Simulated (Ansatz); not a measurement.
# Run report: W₄O, geometry relaxation (part 2 of 2)

Continued. System: W₄O (slab, 5 atoms in the cell). Method: DFT, PBE, plane waves, PAW, PAW set soft_1, Ueff = 8 eV on W d (Ansatz 0.2.0); cutoff 420 eV, 8×8×1 k-mesh, Gaussian smearing of 0.1 eV. The structure derives from an entry of the Crystallography Open Database. The run did not end well. The input holds or restrains some coordinates.

Geometry of the input (Å; fractional positions):
```
3.1837  0.0000  0.0000
0.0000  3.1837  0.0000
0.0000  0.0000  20.1426
W  0.5000  0.5000  0.1986
W  0.0000  0.0000  0.2776
W  0.5000  0.5000  0.3599
W  0.0000  0.0000  0.4291
O  0.1250  0.3750  0.4996
```

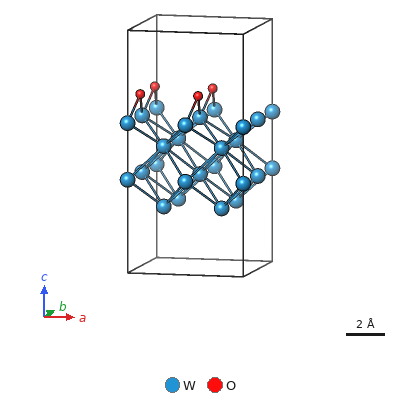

Fig. 1: The starting structure (ball-and-stick view of the 2 × 2 repeat of the cell, with the vacuum cut short, seen slightly off an axis).

### What the program printed, continued
```
SCF iter  51: F=—  HF=-42109.503086 eV  |F-HF|=—  |Δ(HF+E_count)|=   6.52e-4  Δρ=6.99e-4  dr2=4.33e-4  ethr=4.05e-7  p=-0.194 e·Å  D=-1.72e-1 V/Å  ΔV_dip=3.47 eV  dr2_dipole=1.59e-5  V_vac-E_F(+/−)=7.65/4.18 eV  ⟨swp⟩=2.3  Hψ=1775  notcnv=0  defer=63
SCF iter  52: F=—  HF=-42109.502906 eV  |F-HF|=—  |Δ(HF+E_count)|=   1.81e-4  Δρ=6.93e-4  dr2=4.40e-4  ethr=4.05e-7  p=-0.194 e·Å  D=-1.72e-1 V/Å  ΔV_dip=3.47 eV  dr2_dipole=1.37e-5  V_vac-E_F(+/−)=7.65/4.18 eV  ⟨swp⟩=2.7  Hψ=1813  notcnv=0  defer=63
SCF iter  53: F=—  HF=-42109.502634 eV  |F-HF|=—  |Δ(HF+E_count)|=   2.72e-4  Δρ=6.82e-4  dr2=4.07e-4  ethr=4.05e-7  p=-0.194 e·Å  D=-1.72e-1 V/Å  ΔV_dip=3.47 eV  dr2_dipole=1.22e-5  V_vac-E_F(+/−)=7.65/4.18 eV  ⟨swp⟩=2.1  Hψ=1597  notcnv=0  defer=63
SCF iter  54: F=—  HF=-42109.502289 eV  |F-HF|=—  |Δ(HF+E_count)|=   3.44e-4  Δρ=6.86e-4  dr2=4.83e-4  ethr=4.05e-7  p=-0.194 e·Å  D=-1.72e-1 V/Å  ΔV_dip=3.46 eV  dr2_dipole=3.99e-5  V_vac-E_F(+/−)=7.65/4.19 eV  ⟨swp⟩=2.4  Hψ=1852  notcnv=0  defer=63
SCF iter  55: F=—  HF=-42109.502724 eV  |F-HF|=—  |Δ(HF+E_count)|=   4.34e-4  Δρ=6.95e-4  dr2=4.82e-4  ethr=4.05e-7  p=-0.194 e·Å  D=-1.72e-1 V/Å  ΔV_dip=3.46 eV  dr2_dipole=3.08e-5  V_vac-E_F(+/−)=7.65/4.19 eV  ⟨swp⟩=2.5  Hψ=1749  notcnv=0  defer=63
SCF iter  56: F=—  HF=-42109.504069 eV  |F-HF|=—  |Δ(HF+E_count)|=   1.34e-3  Δρ=6.63e-4  dr2=4.68e-4  ethr=4.05e-7  p=-0.194 e·Å  D=-1.72e-1 V/Å  ΔV_dip=3.46 eV  dr2_dipole=3.22e-5  V_vac-E_F(+/−)=7.65/4.19 eV  ⟨swp⟩=3.0  Hψ=2539  notcnv=0  defer=63
SCF iter  57: F=—  HF=-42109.503534 eV  |F-HF|=—  |Δ(HF+E_count)|=   5.34e-4  Δρ=6.76e-4  dr2=4.42e-4  ethr=4.05e-7  p=-0.194 e·Å  D=-1.72e-1 V/Å  ΔV_dip=3.46 eV  dr2_dipole=1.47e-5  V_vac-E_F(+/−)=7.65/4.19 eV  ⟨swp⟩=3.0  Hψ=2561  notcnv=0  defer=63
SCF iter  58: F=—  HF=-42109.502326 eV  |F-HF|=—  |Δ(HF+E_count)|=   1.21e-3  Δρ=6.67e-4  dr2=3.85e-4  ethr=4.05e-7  p=-0.194 e·Å  D=-1.72e-1 V/Å  ΔV_dip=3.47 eV  dr2_dipole=2.95e-6  V_vac-E_F(+/−)=7.65/4.19 eV  ⟨swp⟩=2.9  Hψ=2043  notcnv=0  defer=63
SCF iter  59: F=—  HF=-42109.503311 eV  |F-HF|=—  |Δ(HF+E_count)|=   9.85e-4  Δρ=6.76e-4  dr2=4.58e-4  ethr=4.05e-7  p=-0.194 e·Å  D=-1.72e-1 V/Å  ΔV_dip=3.46 eV  dr2_dipole=2.76e-5  V_vac-E_F(+/−)=7.65/4.19 eV  ⟨swp⟩=2.9  Hψ=1998  notcnv=0  defer=63
SCF iter  60: F=—  HF=-42109.504927 eV  |F-HF|=—  |Δ(HF+E_count)|=   1.62e-3  Δρ=6.74e-4  dr2=4.25e-4  ethr=4.05e-7  p=-0.194 e·Å  D=-1.72e-1 V/Å  ΔV_dip=3.46 eV  dr2_dipole=1.57e-5  V_vac-E_F(+/−)=7.65/4.19 eV  ⟨swp⟩=3.1  Hψ=2205  notcnv=0  defer=63
SCF iter  61: F=—  HF=-42109.505204 eV  |F-HF|=—  |Δ(HF+E_count)|=   2.77e-4  Δρ=7.33e-4  dr2=4.88e-4  ethr=4.05e-7  p=-0.194 e·Å  D=-1.72e-1 V/Å  ΔV_dip=3.46 eV  dr2_dipole=1.03e-5  V_vac-E_F(+/−)=7.65/4.19 eV  ⟨swp⟩=3.0  Hψ=2244  notcnv=0  defer=63
SCF iter  62: F=—  HF=-42109.506457 eV  |F-HF|=—  |Δ(HF+E_count)|=   1.25e-3  Δρ=7.42e-4  dr2=4.34e-4  ethr=4.05e-7  p=-0.194 e·Å  D=-1.72e-1 V/Å  ΔV_dip=3.46 eV  dr2_dipole=3.47e-6  V_vac-E_F(+/−)=7.65/4.20 eV  ⟨swp⟩=2.4  Hψ=1817  notcnv=0  defer=63
SCF iter  63: F=—  HF=-42109.506166 eV  |F-HF|=—  |Δ(HF+E_count)|=   2.91e-4  Δρ=6.72e-4  dr2=3.67e-4  ethr=4.05e-7  p=-0.194 e·Å  D=-1.72e-1 V/Å  ΔV_dip=3.46 eV  dr2_dipole=7.12e-7  V_vac-E_F(+/−)=7.65/4.19 eV  ⟨swp⟩=2.8  Hψ=1947  notcnv=0  defer=63
SCF iter  64: F=—  HF=-42109.504322 eV  |F-HF|=—  |Δ(HF+E_count)|=   1.84e-3  Δρ=6.16e-4  dr2=3.15e-4  ethr=4.05e-7  p=-0.194 e·Å  D=-1.72e-1 V/Å  ΔV_dip=3.46 eV  dr2_dipole=1.01e-6  V_vac-E_F(+/−)=7.65/4.19 eV  ⟨swp⟩=2.9  Hψ=2356  notcnv=0  defer=63
SCF iter  65: F=—  HF=-42109.506146 eV  |F-HF|=—  |Δ(HF+E_count)|=   1.82e-3  Δρ=6.85e-4  dr2=4.41e-4  ethr=4.05e-7  p=-0.194 e·Å  D=-1.72e-1 V/Å  ΔV_dip=3.46 eV  dr2_dipole=9.71e-6  V_vac-E_F(+/−)=7.65/4.19 eV  ⟨swp⟩=3.0  Hψ=2179  notcnv=0  defer=63
SCF iter  66: F=—  HF=-42109.506825 eV  |F-HF|=—  |Δ(HF+E_count)|=   6.79e-4  Δρ=7.10e-4  dr2=5.06e-4  ethr=4.05e-7  p=-0.194 e·Å  D=-1.72e-1 V/Å  ΔV_dip=3.47 eV  dr2_dipole=2.85e-5  V_vac-E_F(+/−)=7.65/4.19 eV  ⟨swp⟩=2.9  Hψ=2469  notcnv=0  defer=63
SCF iter  67: F=—  HF=-42109.505445 eV  |F-HF|=—  |Δ(HF+E_count)|=   1.38e-3  Δρ=6.45e-4  dr2=3.70e-4  ethr=4.05e-7  p=-0.194 e·Å  D=-1.72e-1 V/Å  ΔV_dip=3.46 eV  dr2_dipole=4.79e-6  V_vac-E_F(+/−)=7.65/4.19 eV  ⟨swp⟩=2.8  Hψ=1900  notcnv=0  defer=63
SCF iter  68: F=—  HF=-42109.504157 eV  |F-HF|=—  |Δ(HF+E_count)|=   1.29e-3  Δρ=6.37e-4  dr2=5.54e-4  ethr=4.05e-7  p=-0.194 e·Å  D=-1.72e-1 V/Å  ΔV_dip=3.46 eV  dr2_dipole=7.12e-5  V_vac-E_F(+/−)=7.65/4.19 eV  ⟨swp⟩=3.5  Hψ=2748  notcnv=0  defer=63
SCF iter  69: F=—  HF=-42109.505880 eV  |F-HF|=—  |Δ(HF+E_count)|=   1.72e-3  Δρ=6.53e-4  dr2=3.65e-4  ethr=4.05e-7  p=-0.193 e·Å  D=-1.71e-1 V/Å  ΔV_dip=3.45 eV  dr2_dipole=3.33e-6  V_vac-E_F(+/−)=7.65/4.20 eV  ⟨swp⟩=3.0  Hψ=2572  notcnv=0  defer=63
SCF iter  70: F=—  HF=-42109.506978 eV  |F-HF|=—  |Δ(HF+E_count)|=   1.10e-3  Δρ=6.80e-4  dr2=3.91e-4  ethr=4.05e-7  p=-0.193 e·Å  D=-1.71e-1 V/Å  ΔV_dip=3.45 eV  dr2_dipole=3.70e-6  V_vac-E_F(+/−)=7.65/4.20 eV  ⟨swp⟩=2.7  Hψ=1922  notcnv=0  defer=63
SCF iter  71: F=—  HF=-42109.507661 eV  |F-HF|=—  |Δ(HF+E_count)|=   6.84e-4  Δρ=6.97e-4  dr2=4.09e-4  ethr=4.05e-7  p=-0.193 e·Å  D=-1.71e-1 V/Å  ΔV_dip=3.45 eV  dr2_dipole=1.96e-6  V_vac-E_F(+/−)=7.65/4.20 eV  ⟨swp⟩=2.5  Hψ=1757  notcnv=0  defer=63
SCF iter  72: F=—  HF=-42109.507914 eV  |F-HF|=—  |Δ(HF+E_count)|=   2.53e-4  Δρ=7.04e-4  dr2=4.18e-4  ethr=4.05e-7  p=-0.193 e·Å  D=-1.71e-1 V/Å  ΔV_dip=3.45 eV  dr2_dipole=1.52e-6  V_vac-E_F(+/−)=7.65/4.20 eV  ⟨swp⟩=2.2  Hψ=1652  notcnv=0  defer=63
SCF iter  73: F=—  HF=-42109.508361 eV  |F-HF|=—  |Δ(HF+E_count)|=   4.47e-4  Δρ=7.14e-4  dr2=4.33e-4  ethr=4.05e-7  p=-0.193 e·Å  D=-1.71e-1 V/Å  ΔV_dip=3.45 eV  dr2_dipole=2.25e-6  V_vac-E_F(+/−)=7.65/4.20 eV  ⟨swp⟩=2.4  Hψ=1746  notcnv=0  defer=63
SCF iter  74: F=—  HF=-42109.508002 eV  |F-HF|=—  |Δ(HF+E_count)|=   3.59e-4  Δρ=6.92e-4  dr2=3.96e-4  ethr=4.05e-7  p=-0.193 e·Å  D=-1.71e-1 V/Å  ΔV_dip=3.45 eV  dr2_dipole=7.35e-8  V_vac-E_F(+/−)=7.65/4.20 eV  ⟨swp⟩=2.7  Hψ=1770  notcnv=0  defer=63
SCF iter  75: F=—  HF=-42109.507465 eV  |F-HF|=—  |Δ(HF+E_count)|=   5.37e-4  Δρ=6.83e-4  dr2=3.83e-4  ethr=4.05e-7  p=-0.193 e·Å  D=-1.71e-1 V/Å  ΔV_dip=3.45 eV  dr2_dipole=3.29e-7  V_vac-E_F(+/−)=7.65/4.20 eV  ⟨swp⟩=2.6  Hψ=1837  notcnv=0  defer=63
SCF iter  76: F=—  HF=-42109.506671 eV  |F-HF|=—  |Δ(HF+E_count)|=   7.94e-4  Δρ=6.57e-4  dr2=3.52e-4  ethr=4.05e-7  p=-0.193 e·Å  D=-1.71e-1 V/Å  ΔV_dip=3.45 eV  dr2_dipole=1.45e-6  V_vac-E_F(+/−)=7.65/4.20 eV  ⟨swp⟩=3.1  Hψ=2509  notcnv=0  defer=63
SCF iter  77: F=—  HF=-42109.506040 eV  |F-HF|=—  |Δ(HF+E_count)|=   6.30e-4  Δρ=6.63e-4  dr2=3.57e-4  ethr=4.05e-7  p=-0.193 e·Å  D=-1.71e-1 V/Å  ΔV_dip=3.45 eV  dr2_dipole=7.33e-7  V_vac-E_F(+/−)=7.65/4.21 eV  ⟨swp⟩=3.2  Hψ=2713  notcnv=0  defer=63
SCF iter  78: F=—  HF=-42109.507759 eV  |F-HF|=—  |Δ(HF+E_count)|=   1.72e-3  Δρ=7.23e-4  dr2=4.74e-4  ethr=4.05e-7  p=-0.193 e·Å  D=-1.71e-1 V/Å  ΔV_dip=3.44 eV  dr2_dipole=4.77e-6  V_vac-E_F(+/−)=7.66/4.22 eV  ⟨swp⟩=2.9  Hψ=2533  notcnv=0  defer=63
SCF iter  79: F=—  HF=-42109.509165 eV  |F-HF|=—  |Δ(HF+E_count)|=   1.41e-3  Δρ=7.31e-4  dr2=4.41e-4  ethr=4.05e-7  p=-0.193 e·Å  D=-1.71e-1 V/Å  ΔV_dip=3.45 eV  dr2_dipole=3.07e-9  V_vac-E_F(+/−)=7.66/4.21 eV  ⟨swp⟩=3.1  Hψ=2603  notcnv=0  defer=63
SCF iter  80: F=—  HF=-42109.508467 eV  |F-HF|=—  |Δ(HF+E_count)|=   6.99e-4  Δρ=6.82e-4  dr2=4.00e-4  ethr=4.05e-7  p=-0.193 e·Å  D=-1.71e-1 V/Å  ΔV_dip=3.44 eV  dr2_dipole=3.02e-6  V_vac-E_F(+/−)=7.65/4.21 eV  ⟨swp⟩=3.1  Hψ=2655  notcnv=0  defer=63
SCF iter  81: F=—  HF=-42109.508833 eV  |F-HF|=—  |Δ(HF+E_count)|=   3.67e-4  Δρ=7.05e-4  dr2=4.64e-4  ethr=4.05e-7  p=-0.193 e·Å  D=-1.71e-1 V/Å  ΔV_dip=3.44 eV  dr2_dipole=1.08e-5  V_vac-E_F(+/−)=7.65/4.21 eV  ⟨swp⟩=2.4  Hψ=1840  notcnv=0  defer=63
SCF iter  82: F=—  HF=-42109.508353 eV  |F-HF|=—  |Δ(HF+E_count)|=   4.81e-4  Δρ=6.94e-4  dr2=4.31e-4  ethr=4.05e-7  p=-0.193 e·Å  D=-1.71e-1 V/Å  ΔV_dip=3.45 eV  dr2_dipole=1.25e-5  V_vac-E_F(+/−)=7.65/4.20 eV  ⟨swp⟩=3.1  Hψ=2611  notcnv=0  defer=63
SCF iter  83: F=—  HF=-42109.508061 eV  |F-HF|=—  |Δ(HF+E_count)|=   2.92e-4  Δρ=6.94e-4  dr2=4.02e-4  ethr=4.05e-7  p=-0.193 e·Å  D=-1.71e-1 V/Å  ΔV_dip=3.45 eV  dr2_dipole=2.17e-6  V_vac-E_F(+/−)=7.65/4.20 eV  ⟨swp⟩=2.7  Hψ=1896  notcnv=0  defer=63
SCF iter  84: F=—  HF=-42109.508107 eV  |F-HF|=—  |Δ(HF+E_count)|=   4.59e-5  Δρ=7.00e-4  dr2=4.10e-4  ethr=4.05e-7  p=-0.193 e·Å  D=-1.71e-1 V/Å  ΔV_dip=3.45 eV  dr2_dipole=5.54e-6  V_vac-E_F(+/−)=7.65/4.20 eV  ⟨swp⟩=2.4  Hψ=1740  notcnv=0  defer=63
SCF iter  85: F=—  HF=-42109.508482 eV  |F-HF|=—  |Δ(HF+E_count)|=   3.75e-4  Δρ=7.03e-4  dr2=4.18e-4  ethr=4.05e-7  p=-0.193 e·Å  D=-1.71e-1 V/Å  ΔV_dip=3.45 eV  dr2_dipole=5.73e-6  V_vac-E_F(+/−)=7.65/4.20 eV  ⟨swp⟩=2.8  Hψ=1900  notcnv=0  defer=63
SCF iter  86: F=—  HF=-42109.508911 eV  |F-HF|=—  |Δ(HF+E_count)|=   4.29e-4  Δρ=7.04e-4  dr2=4.18e-4  ethr=4.05e-7  p=-0.193 e·Å  D=-1.71e-1 V/Å  ΔV_dip=3.45 eV  dr2_dipole=6.90e-6  V_vac-E_F(+/−)=7.65/4.20 eV  ⟨swp⟩=2.7  Hψ=1844  notcnv=0  defer=63
SCF iter  87: F=—  HF=-42109.508906 eV  |F-HF|=—  |Δ(HF+E_count)|=   4.65e-6  Δρ=7.05e-4  dr2=4.21e-4  ethr=4.05e-7  p=-0.193 e·Å  D=-1.71e-1 V/Å  ΔV_dip=3.45 eV  dr2_dipole=6.21e-6  V_vac-E_F(+/−)=7.65/4.20 eV  ⟨swp⟩=2.0  Hψ=1531  notcnv=0  defer=63
SCF iter  88: F=—  HF=-42109.509162 eV  |F-HF|=—  |Δ(HF+E_count)|=   2.56e-4  Δρ=7.11e-4  dr2=4.27e-4  ethr=4.05e-7  p=-0.193 e·Å  D=-1.71e-1 V/Å  ΔV_dip=3.45 eV  dr2_dipole=4.70e-6  V_vac-E_F(+/−)=7.65/4.20 eV  ⟨swp⟩=2.0  Hψ=1639  notcnv=0  defer=63
SCF iter  89: F=—  HF=-42109.508568 eV  |F-HF|=—  |Δ(HF+E_count)|=   5.95e-4  Δρ=6.91e-4  dr2=4.13e-4  ethr=4.05e-7  p=-0.193 e·Å  D=-1.71e-1 V/Å  ΔV_dip=3.45 eV  dr2_dipole=1.49e-6  V_vac-E_F(+/−)=7.65/4.20 eV  ⟨swp⟩=2.4  Hψ=1755  notcnv=0  defer=63
SCF iter  90: F=—  HF=-42109.506531 eV  |F-HF|=—  |Δ(HF+E_count)|=   2.04e-3  Δρ=6.60e-4  dr2=3.76e-4  ethr=4.05e-7  p=-0.193 e·Å  D=-1.71e-1 V/Å  ΔV_dip=3.45 eV  dr2_dipole=1.10e-5  V_vac-E_F(+/−)=7.65/4.20 eV  ⟨swp⟩=3.0  Hψ=2545  notcnv=0  defer=63
SCF iter  91: F=—  HF=-42109.506927 eV  |F-HF|=—  |Δ(HF+E_count)|=   3.96e-4  Δρ=6.65e-4  dr2=4.17e-4  ethr=4.05e-7  p=-0.193 e·Å  D=-1.71e-1 V/Å  ΔV_dip=3.45 eV  dr2_dipole=2.89e-5  V_vac-E_F(+/−)=7.65/4.20 eV  ⟨swp⟩=2.7  Hψ=1875  notcnv=0  defer=63
SCF iter  92: F=—  HF=-42109.506157 eV  |F-HF|=—  |Δ(HF+E_count)|=   7.70e-4  Δρ=6.36e-4  dr2=3.46e-4  ethr=4.05e-7  p=-0.193 e·Å  D=-1.71e-1 V/Å  ΔV_dip=3.45 eV  dr2_dipole=8.23e-6  V_vac-E_F(+/−)=7.65/4.20 eV  ⟨swp⟩=2.4  Hψ=1810  notcnv=0  defer=63
SCF iter  93: F=—  HF=-42109.504111 eV  |F-HF|=—  |Δ(HF+E_count)|=   2.05e-3  Δρ=6.05e-4  dr2=3.57e-4  ethr=4.05e-7  p=-0.194 e·Å  D=-1.72e-1 V/Å  ΔV_dip=3.46 eV  dr2_dipole=2.41e-5  V_vac-E_F(+/−)=7.65/4.19 eV  ⟨swp⟩=3.0  Hψ=2543  notcnv=0  defer=63
SCF iter  94: F=—  HF=-42109.500881 eV  |F-HF|=—  |Δ(HF+E_count)|=   3.23e-3  Δρ=5.82e-4  dr2=4.27e-4  ethr=4.05e-7  p=-0.194 e·Å  D=-1.72e-1 V/Å  ΔV_dip=3.46 eV  dr2_dipole=6.06e-5  V_vac-E_F(+/−)=7.65/4.19 eV  ⟨swp⟩=3.7  Hψ=2861  notcnv=0  defer=63
SCF iter  95: F=—  HF=-42109.500872 eV  |F-HF|=—  |Δ(HF+E_count)|=   9.07e-6  Δρ=5.77e-4  dr2=4.96e-4  ethr=4.05e-7  p=-0.194 e·Å  D=-1.72e-1 V/Å  ΔV_dip=3.46 eV  dr2_dipole=6.51e-5  V_vac-E_F(+/−)=7.65/4.19 eV  ⟨swp⟩=2.8  Hψ=2082  notcnv=0  defer=63
SCF iter  96: F=—  HF=-42109.500977 eV  |F-HF|=—  |Δ(HF+E_count)|=   1.05e-4  Δρ=5.78e-4  dr2=5.00e-4  ethr=4.05e-7  p=-0.194 e·Å  D=-1.72e-1 V/Å  ΔV_dip=3.46 eV  dr2_dipole=6.42e-5  V_vac-E_F(+/−)=7.65/4.19 eV  ⟨swp⟩=2.0  Hψ=1564  notcnv=0  defer=63
SCF iter  97: F=—  HF=-42109.501584 eV  |F-HF|=—  |Δ(HF+E_count)|=   6.07e-4  Δρ=5.94e-4  dr2=4.46e-4  ethr=4.05e-7  p=-0.194 e·Å  D=-1.72e-1 V/Å  ΔV_dip=3.46 eV  dr2_dipole=4.59e-5  V_vac-E_F(+/−)=7.65/4.19 eV  ⟨swp⟩=2.8  Hψ=1847  notcnv=0  defer=63
SCF iter  98: F=—  HF=-42109.502816 eV  |F-HF|=—  |Δ(HF+E_count)|=   1.23e-3  Δρ=6.02e-4  dr2=3.44e-4  ethr=4.05e-7  p=-0.194 e·Å  D=-1.72e-1 V/Å  ΔV_dip=3.46 eV  dr2_dipole=7.62e-6  V_vac-E_F(+/−)=7.65/4.18 eV  ⟨swp⟩=12.1  Hψ=8139  notcnv=0
SCF iter  99: F=—  HF=-42109.501869 eV  |F-HF|=—  |Δ(HF+E_count)|=   9.46e-4  Δρ=5.62e-4  dr2=3.08e-4  ethr=4.05e-7  p=-0.194 e·Å  D=-1.72e-1 V/Å  ΔV_dip=3.47 eV  dr2_dipole=1.30e-5  V_vac-E_F(+/−)=7.65/4.18 eV  ⟨swp⟩=5.2  Hψ=5909  notcnv=0
SCF iter 100: F=—  HF=-42109.503009 eV  |F-HF|=—  |Δ(HF+E_count)|=   1.14e-3  Δρ=5.88e-4  dr2=3.70e-4  ethr=4.05e-7  p=-0.195 e·Å  D=-1.72e-1 V/Å  ΔV_dip=3.47 eV  dr2_dipole=2.67e-5  V_vac-E_F(+/−)=7.64/4.17 eV  ⟨swp⟩=5.5  Hψ=6143  notcnv=0
SCF iter 101: F=—  HF=-42109.500975 eV  |F-HF|=—  |Δ(HF+E_count)|=   2.03e-3  Δρ=5.65e-4  dr2=3.72e-4  ethr=4.05e-7  p=-0.194 e·Å  D=-1.72e-1 V/Å  ΔV_dip=3.47 eV  dr2_dipole=3.70e-5  V_vac-E_F(+/−)=7.64/4.17 eV  ⟨swp⟩=5.2  Hψ=6102  notcnv=0
Mixer restart at iter 101: flushing history
iteration 101: the SCF's residuals had fallen too slowly under its mixing. It goes on by minimising its free energy, and can end on another state than longer mixing would; under `scf.algorithm: density_mixing` no SCF does so, but by `scf.convergence.dm_fallback`
SCF iter 102: F=—  HF=-42109.529970 eV  |F-HF|=—  |Δ(HF+E_count)|=   2.90e-2  Δρ=1.48e-3  dr2=7.10e-3  ethr=4.05e-7  p=-0.201 e·Å  D=-1.79e-1 V/Å  ΔV_dip=3.60 eV  dr2_dipole=3.75e-4  V_vac-E_F(+/−)=7.69/4.09 eV  ⟨swp⟩=9.8  Hψ=13066  notcnv=0
SCF iter 103: F=—  HF=-42109.744756 eV  |F-HF|=—  |Δ(HF+E_count)|=   2.15e-1  Δρ=3.54e-3  dr2=5.27e-1  ethr=4.05e-7  p=-0.233 e·Å  D=-2.06e-1 V/Å  ΔV_dip=4.16 eV  dr2_dipole=1.84e-1  V_vac-E_F(+/−)=7.84/3.68 eV  ⟨swp⟩=12.1  Hψ=10537  notcnv=0
SCF iter 104: F=—  HF=-42109.731293 eV  |F-HF|=—  |Δ(HF+E_count)|=   1.35e-2  Δρ=1.18e-3  dr2=1.19e-2  ethr=4.05e-7  p=-0.222 e·Å  D=-1.97e-1 V/Å  ΔV_dip=3.96 eV  dr2_dipole=4.12e-4  V_vac-E_F(+/−)=7.76/3.79 eV  ⟨swp⟩=8.9  Hψ=8230  notcnv=0
```

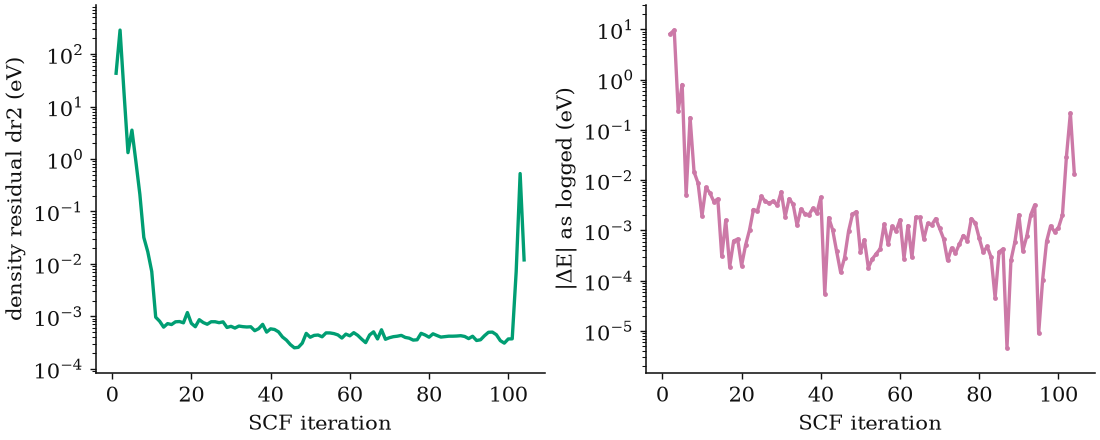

Fig. 2: Convergence of the self-consistent field: density residual dr2 and size of the energy change against the SCF iteration. The run ended after 104 iterations.

```
Error: SIGTERM received: cancelled by the caller after 104 completed SCF iterations
```

### Outcome

| quantity | value |
| --- | --- |
| outcome | stopped at the time limit |
| wall time | 5.1 min |
| peak memory | 0.83 GiB |

### Diagnosis

Settings chosen away from the usual ones: hamiltonian.hubbard set to {"sites": [{"species": "W", "l": "d", "u_eff": 8.0}], "double_counting": "amf"}. The run was cut off by its time limit, so the output is incomplete.
